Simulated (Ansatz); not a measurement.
Mo: response to strain

Consider Mo in the bcc (W type) structure (space group Im-3m, No. 229; a = 3.1607 Å).

Strains are applied to the cell and any free atomic positions relax.

All numbers come from PBE (Ansatz, a quantum-chemistry and plane-wave program; PAW; 420 eV plane waves; scalar-relativistic without spin-orbit coupling).

Notes on the quantities. energy relative to the base: free energy F.

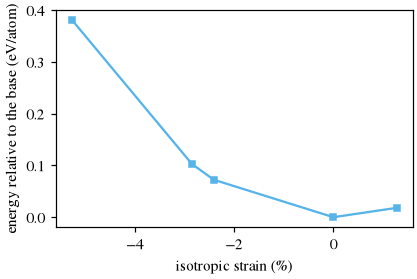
Energy relative to the base against isotropic strain

```tsv
isotropic strain (%)	energy relative to the base
-5.27	+0.381 eV/atom
-2.85	+103 meV/atom
-2.41	+72 meV/atom
1.28	+18 meV/atom
```

No phonon test of stability was made. The final runs are not spin-polarised.
